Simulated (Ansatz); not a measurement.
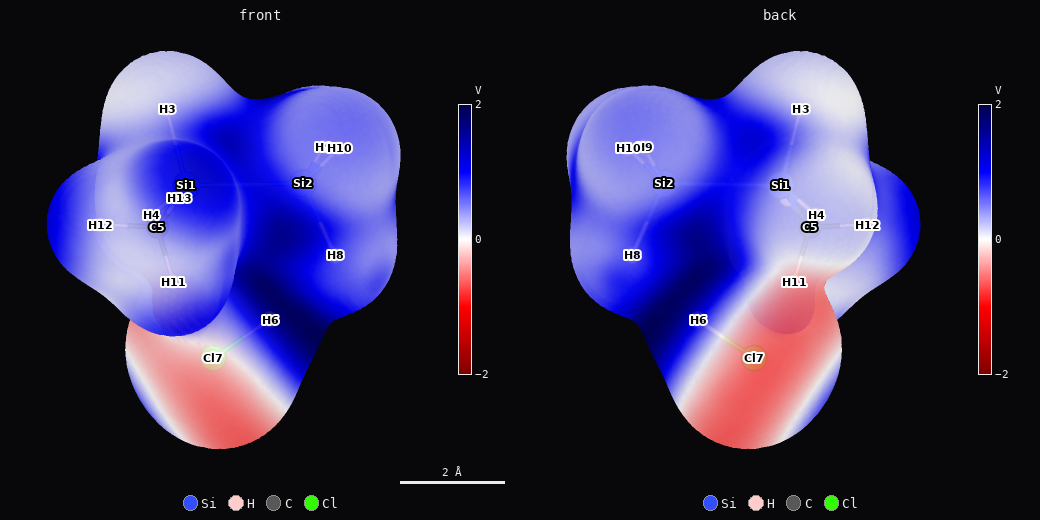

*CH8Si2···HCl. The electrostatic potential painted on the density surface at 0.004 e/bohr³, seen from the front and from behind; red is negative and blue positive.*

Not at a stationary point (largest force 1.3 eV/Å).

The calculation used RKS revPBE-D4/6-31G* (Ansatz 0.2.0).

```xyz
13

Si   -0.9344   -0.2671   -0.2501
Si    0.6956   -1.4421    0.7829
H    -1.7448   -1.3255   -0.9585
H    -1.8529    0.3641    0.7506
C    -0.2930    0.9596   -1.5536
H     0.9752    1.0659    1.8027
Cl    0.3329    2.2167    1.7650
H     1.6445   -0.5747    1.5882
H     0.1350   -2.4426    1.7530
H     1.5652   -2.1754   -0.1994
H     0.3629    1.7249   -1.1106
H    -1.1485    1.4718   -2.0264
H     0.2623    0.4243   -2.3438
```

Q: Which sites attract a positive test charge, and which a negative one?

A: A positive charge is drawn to the negative regions and a negative charge to the positive ones. The most negative region (about −0.6 V) lies over Cl7, the most positive (about +1.9 V) over H6. Cl7 shows a σ-hole: about +0.7 V at the tip opposite its bond, against about −0.3 V on its flanks.
